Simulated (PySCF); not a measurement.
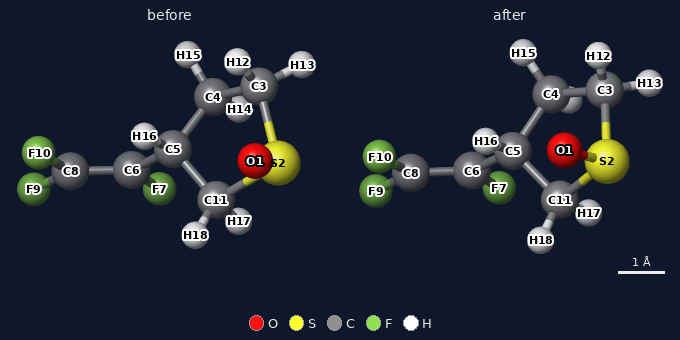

The structure of C$_{6}$H$_{7}$F$_{3}$OS before (left) and after (right) a relaxation, at one scale.

Style: ball-and-stick. Shown at a tilt.

The start comes from GFN2-xTB. Its atoms were then displaced at random by about 0.01 Å.

Level of theory: PBE0-D3(BJ)/def2-SVP geometry optimisation, gas phase (PySCF). 

### Summarise the run.

The atom that moves furthest after the best rigid fit is O1 (0.71 Å). By element the largest moves are O 0.71 Å, H 0.51 Å, S 0.32 Å, C 0.17 Å, F 0.09 Å. Among the contacts that change: O1–S2 1.454 → 1.505 Å, C8–F10 1.348 → 1.311 Å, C3–C4 1.566 → 1.530 Å, S2–C11 1.862 → 1.827 Å. Among the angles between lasting bonds that change: S2–C11–C5 106.9° → 103.4°, C4–C3–H12 110.7° → 114.0°, C6–C8–F9 127.8° → 124.5°. After 17 geometry steps the energy has fallen by 26.1 kJ/mol. Cost: 2.7 min on 2 threads of Intel(R) Xeon(R) 6975P-C, with other jobs on the host.
